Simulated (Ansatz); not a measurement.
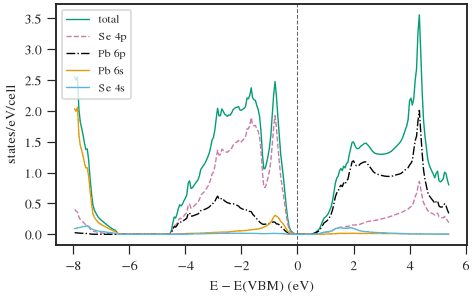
Figure: Total and projected density of states of PbSe (rock salt, space group No. 225), DFT-PBE in the program Ansatz with PAW potentials

Problem. Which orbitals carry the states next to the gap?

Solution. Top 1 eV of the valence band: Se 4p 74 %, Pb 6s 14 %, Pb 6p 9 %. Bottom 1 eV of the conduction band: Pb 6p 72 %, Se 4s 12 %, Se 4p 11 %. Projections are on Löwdin-orthogonalised atomic valence shells; empty p or d shells of many metals are not among them.

Space group Fm-3m (rock salt). The PBE relaxation kept the symmetry of its start; of distortions, only those at the zone centre were tested. Spin–orbit coupling is left out wherever it is not named.

Potentials: the later of the program's two PAW sets.
